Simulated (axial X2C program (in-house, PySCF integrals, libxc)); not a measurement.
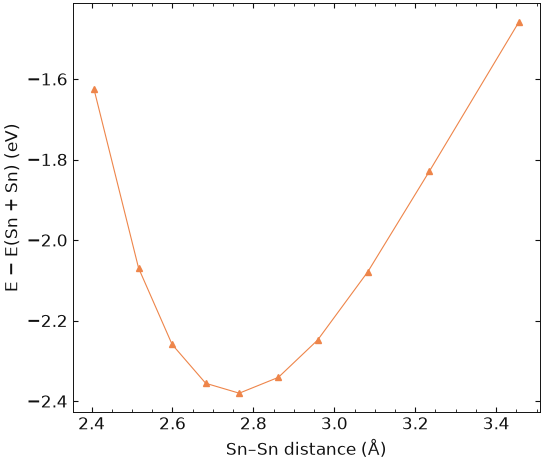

Figure 1. Energy at 10 bond lengths, for one set of occupations held fixed; the line joins the points. A polynomial of degree 6 through 9 points gives rₑ = 2.757 Å, ωₑ = 191.8 cm⁻¹, ωₑxₑ = 0.34 cm⁻¹ and Bₑ = 0.03699 cm⁻¹. The minimum lies 2.38 eV below Sn + Sn, each computed as one determinant at the same level.

# Relativistic diatomic calculation for Sn₂

Sn₂, single determinant with Ω = 1. Computed at this level: PBE0, two-component X2C with atomic mean-field Coulomb and Gaunt terms, Sn dyall-cv3z (cores contracted) (axial X2C program (in-house, PySCF integrals, libxc)).

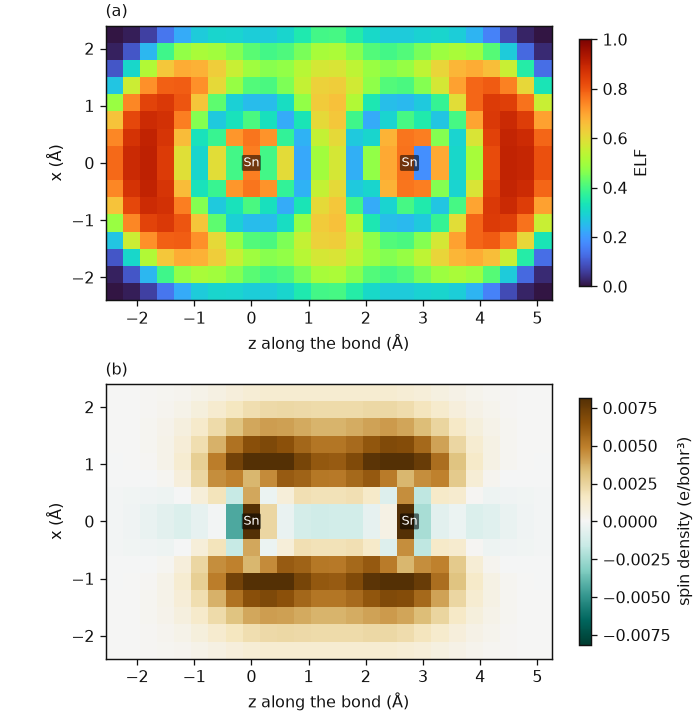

Figure 2. (a) electron localisation function; (b) spin density, in a plane that holds the axis, at 2.77 Å, on points 0.3 Å apart (one half computed, the other mirrored); the structure near the nuclei is finer than these points.

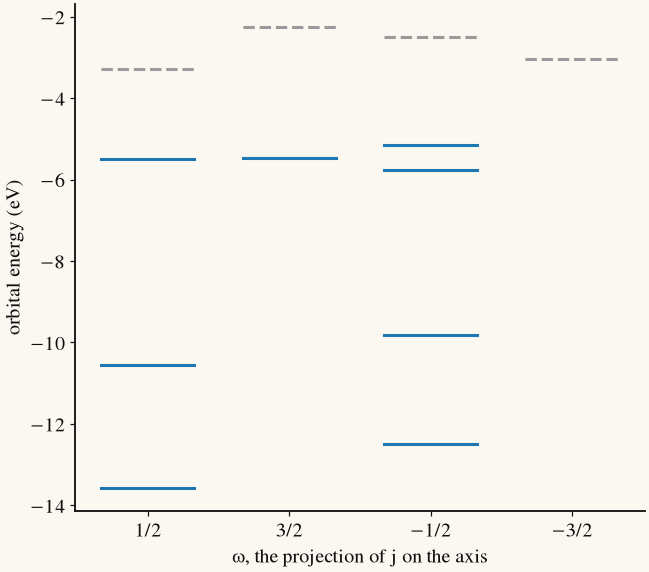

Figure 3. Orbital energies near the frontier at 2.77 Å, filled (solid) and empty (dashed). The highest filled spinor (−1/2; 45 % Sn p, 45 % Sn p) lies at −5.14 eV, the lowest empty one (1/2; 48 % Sn p, 48 % Sn p) at −3.29 eV.

Input and output of the run follow.

### Input
```
{"zs": [50, 50], "q": 0, "bas": ["dyall-cv3z", "dyall-cv3z"], "levels": ["PBE0", "HF", "PW91"], "cc": true, "r0": 2.8, "thr": -1.0, "nmax": 90, "npts": 10, "nst": 2, "ntry": 6}
```

The line is the task of a batch: nuclear charges, charge, bases, the levels to run, a first guess of the distance and further settings. This report covers PBE0 with spin-orbit coupling. The log is that of the reference distance 2.765 Å.

The run was one of a batch that the task file lists, launched with:
```bash
python <driver script> task.json out
```

### Output
```
two-component X2C + atomic mean field  PBE0
basis functions 258  fitting functions 1300  grid points 5804
iter        total energy     max residual
   1     -12346.841115819     2.33e+00
   2     -12347.316558400     5.81e-02
   3     -12347.320871081     7.85e-03
   4     -12347.321920622     1.47e-02
   5     -12347.322168385     1.94e-03
   6     -12347.322173123     1.91e-04
   7     -12347.322173679     2.44e-04
   8     -12347.322173842     2.27e-05
   9     -12347.322173854     1.58e-05
  10     -12347.322173860     8.66e-06
converged
one-electron -17925.98758739  Coulomb 5439.80548810  exact exchange -81.92490625  xc functional -250.63713165  nuclear repulsion 478.46040770  atomic mean-field constant -7.03844438
```

### The points of the curve

```csv
R (Å),E (hartree),"dipole (D; origin at the first atom, positive when the second is positive)",highest filled (eV),lowest empty (eV)
2.406,−12347.294365,0.00,−5.09,−3.73
2.516,−12347.310757,0.00,−5.13,−3.57
2.599,−12347.317726,0.00,−5.14,−3.47
2.682,−12347.321269,0.00,−5.15,−3.38
2.765,−12347.322174,0.00,−5.14,−3.29
2.862,−12347.320728,0.00,−5.13,−3.20
2.959,−12347.317333,0.00,−5.11,−3.12
3.083,−12347.311083,0.00,−5.08,−3.03
3.235,−12347.301919,0.00,−4.98,−2.93
3.456,−12347.288295,0.00,−4.87,−3.01
```

### Key numbers

| quantity | value |
| --- | --- |
| outcome | converged |
| bond length rₑ | 2.757 Å |
| ωₑ | 191.8 cm⁻¹ |
| energy at the minimum | −12347.32218 hartree |
| depth below the fragments | 2.38 eV |
| hardware | 1 thread of Arm Neoverse V1, 24 GiB of memory available, shared host |
| wall time | 34 s |
| peak memory | 0.66 GiB |
